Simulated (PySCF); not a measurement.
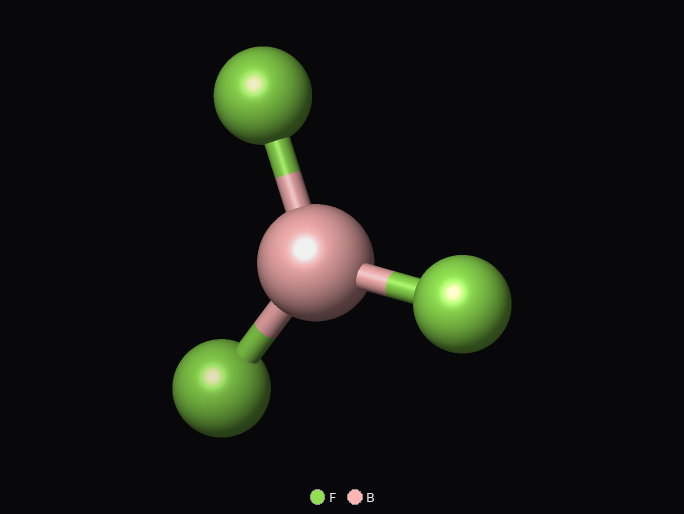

The picture shows a molecular structure as a ball-and-stick model.

**Give the formula.**

BF3, 4 atoms: 1 boron and 3 fluorine.

**What is its SMILES?**

FB(F)F

**Which point group does it belong to?**

D3h.

**How many sets of symmetry-equivalent atoms are there?**

2: 3 F, 1 B.

The parts below concern this one geometry. Atoms keep their numbers from picture to picture. The computed structure is the end point of a PBE0-D3(BJ)/def2-SVP optimisation. No frequency run is at hand to confirm it as a minimum.

### Geometry

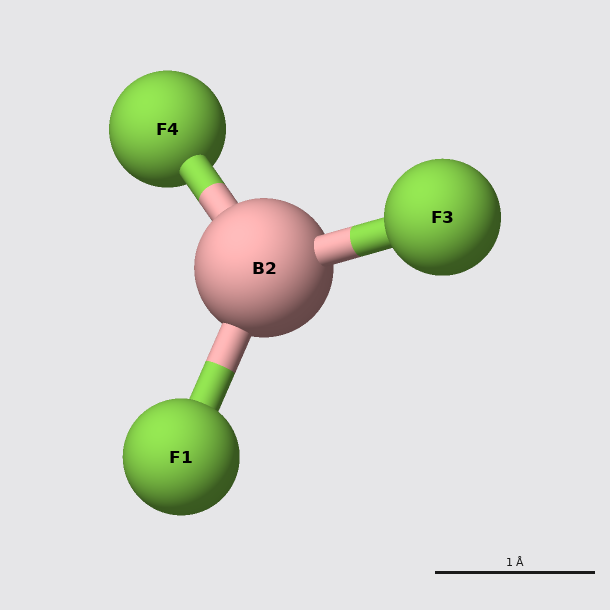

The atoms are numbered. No frequency run is at hand to confirm it as a minimum.

Give these bond angles: F1–B2–F3.

```csv
angle,degrees
F1–B2–F3,120.1
```

### NMR shielding

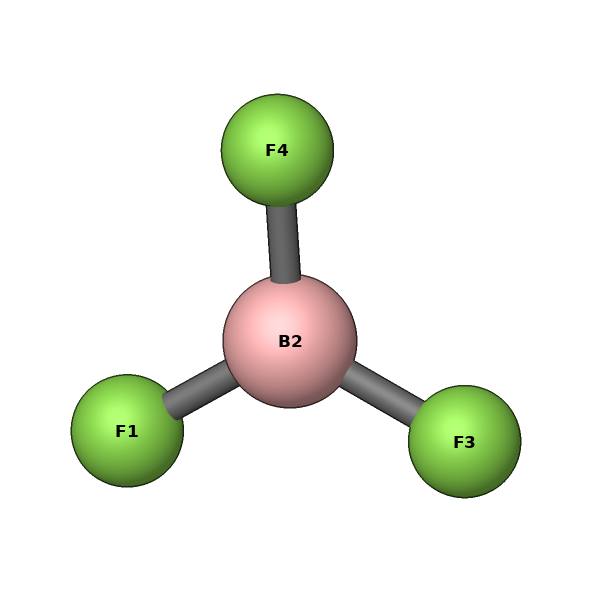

No frequency run is at hand to confirm it as a minimum. Properties computed with GIAO CAM-B3LYP/pcSseg-2 NMR shielding, non-relativistic, gas phase (PySCF 2.14.0). Principal shieldings σ11 ≤ σ22 ≤ σ33, span Ω = σ33 − σ11, skew κ = 3(σiso − σ22)/Ω.

Give the shielding tensors of the F atoms.

```json
{"atom": "F1, F3, F4", "σ11": "187.0", "σ22": "361.2", "σ33": "374.5", "σiso": "307.6", "Ω": "187.5", "κ": "−0.86"}
```

Shieldings and span in ppm.

### Levels of theory compared

No frequency run is at hand to confirm it as a minimum. Program: PySCF 2.14.0.

Tabulate HOMO–LUMO gap (eV), HOMO energy (eV) at these levels: B97-2/pcSseg-2; BHandHLYP/pcSseg-2; CAM-B3LYP/pcSseg-2; LC-wPBE/pcSseg-2; PBE0/6-311+G(2d,p); PBE0/6-31G; PBE0/6-31G*; PBE0/STO-3G; PBE0/def2-SVP; PBE0/def2-TZVP; WP04/pcSseg-2; ωB97X-D/pcSseg-2.

```csv
level,HOMO–LUMO gap (eV),HOMO energy (eV)
B97-2/pcSseg-2,12.54,−11.92
BHandHLYP/pcSseg-2,15.53,−14.48
CAM-B3LYP/pcSseg-2,15.07,−13.88
LC-wPBE/pcSseg-2,17.71,−15.12
"PBE0/6-311+G(2d,p)",12.19,−12.30
PBE0/6-31G,12.60,−12.15
PBE0/6-31G*,13.05,−11.67
PBE0/STO-3G,11.70,−6.68
PBE0/def2-SVP,12.97,−11.99
PBE0/def2-TZVP,12.68,−12.22
WP04/pcSseg-2,11.95,−13.44
ωB97X-D/pcSseg-2,16.72,−14.21
```

### Charges

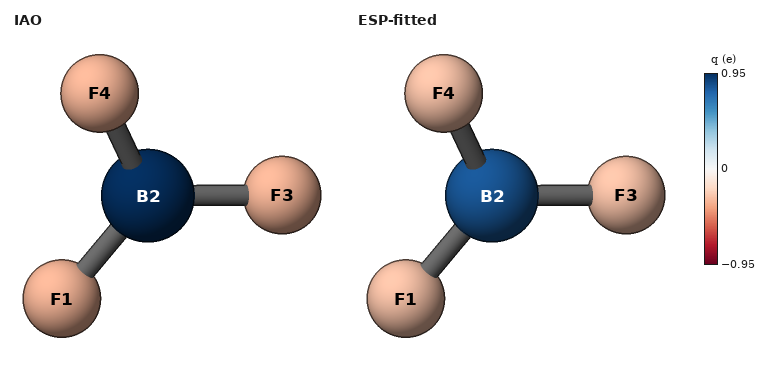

Atomic charges of one calculation by 2 schemes, on one colour scale. No frequency run is at hand to confirm it as a minimum. Computed with PBE0/6-31G* (PySCF 2.14.0).

**Which scheme gives the most polar picture (largest mean size of the charges)?**

The IAO charges are the largest in size here.

List the charges (e), one line for each set of equivalent atoms.

| atom | IAO | ESP-fitted |
| --- | --- | --- |
| F1, F3, F4 | −0.32 | −0.27 |
| B2 | 0.95 | 0.80 |
